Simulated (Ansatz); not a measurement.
# Ta(311) slab (26 atoms): surface energy

What is the surface energy of this cell, counted against the bulk crystal, and how far does it hang on functional and mesh?

Calculated with Ansatz 0.2.0: Kohn-Sham DFT, PBE, PAW (set soft_2), plane waves; cutoff 420 eV, fermi-dirac smearing of 0.1 eV. Cutoffs: 420 eV for PBE and PBEsol; 500 eV for r2SCAN.

**The cells**

The cell holds 26 atoms: 26 Ta. Its edges and angles: a = 10.499 Å, b = 4.695 Å, c = 27.513 Å, α = 90.0°, β = 90.0°, γ = 47.9°. It derives from Ta. The starting structure: Slab of Ta cut on (3 1 1), 12.5 Å thick, 1 x 1 surface cells, both faces free, 15 Å of vacuum; not relaxed. Lattice constants are starting values near those of PBE. Vacuum lies along c.

The bulk reference is Ta2 in a cell of 2 atoms, 18.297 Å³ an atom.

The input of the single point on the relaxed cell:

```yaml
crystal:
  lattice:
    - [10.49877, 0.0, 0.0]
    - [3.14963, 3.48205, 0.0]
    - [0.0, 0.0, 27.51272]
  atoms:
    - { symbol: Ta, position: [0.07236, 0.39165, 0.2831] }
    - { symbol: Ta, position: [0.4309, 0.85378, 0.29517] }
    - { symbol: Ta, position: [0.81703, 0.27453, 0.31331] }
    - { symbol: Ta, position: [0.18518, 0.72245, 0.32696] }
    [... 20 atom lines left out ...]
    - { symbol: Ta, position: [0.84182, 0.23713, 0.70483] }
    - { symbol: Ta, position: [0.20037, 0.69926, 0.7169] }
kpoints:
  mp_grid: { grid: [5, 10, 1] }
hamiltonian:
  xc: pbe
scf:
  occupations: { method: fermi_dirac, width: 0.1 }
output:
  forces: true
  populations: true
  dos:
    method: { smearing: { sigma: 0.08 } }
    de: 0.1
    projected: { site_lists: { Ta: [Ta] } }
  eigenvalues: true
  write_density: true
  write_potential: true
  volumetric_format: npy
```

| cell | formula | k-mesh | relaxation steps | gain on relaxing (eV) | free energy, PBE (eV) | time of its runs on this page |
| --- | --- | --- | --- | --- | --- | --- |
| Ta(311) slab | Ta26 | 5×10×1 (relaxed on 3×7×1) | 7 | 1.06 | -258226.679 | 63 s |
| bulk Ta | Ta2 | 17×17×17 | - | - | -19864.546 | 17 s |

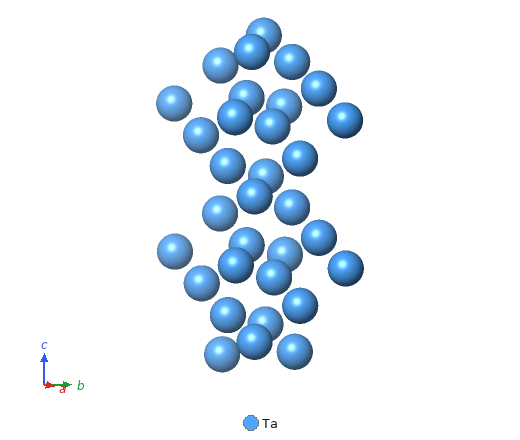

The relaxed cell. Some periodic images of atoms are drawn too.

**Surface energy**

The excess is the cell's free energy less 13 times that of the bulk cell. It is divided by twice the area, as the cell holds two faces, so the value is their mean, and they need not be alike (36.56 Å²), with 1 eV/Å² = 16.022 J/m².

```
           level  k-mesh  excess (eV)  surface energy (J/m²)  per area (meV/Å²)
             PBE  5×10×1       12.413                  2.720              169.8
PBE, denser mesh  6×13×1       12.415                  2.720              169.8
          r2SCAN  5×10×1       13.423                  2.941              183.6
          PBEsol  5×10×1       13.608                  2.982              186.1
```

Worked for the first row at PBE: (-258226.679) − 13 × (-19864.546) = 12.413 eV (from unrounded energies).

Then 12.413 / (2 × 36.56) × 16.022 = 2.720 J/m².

**Findings**

At PBE the surface energy is 2.72 J/m². At the same geometries the levels give 2.72 (PBE) to 2.98 J/m² (PBEsol) and the denser mesh leaves it within 0.01 J/m². Relaxing the atoms lowered it by 0.232 J/m² from the start (on the 3×7×1 mesh of the relaxation), and the farthest atom moved 0.32 Å.

Limits: The cell edges were held, so the lattice is the typed one for every functional. Cell and bulk are sampled on unlike meshes, and the error grows with the number of atoms subtracted. These are free energies under a smearing of 0.1 eV, whose entropy term isn't removed. Spin–orbit coupling is left out, which matters for the levels of the heavy elements. In some runs the program notes that positions were snapped to a detected symmetry and the exchange-correlation potential is rough where the density is thin.

[Logs are printed without paths, hosts, clocks, repeated set-up lines and the standing remarks that a program may print on its own settings, such as how far it seeks lower states.]

[Hosts, paths, dates, database ids (printed as entryN), source tags and the programs' standing remarks are cut or masked in the printed files.]
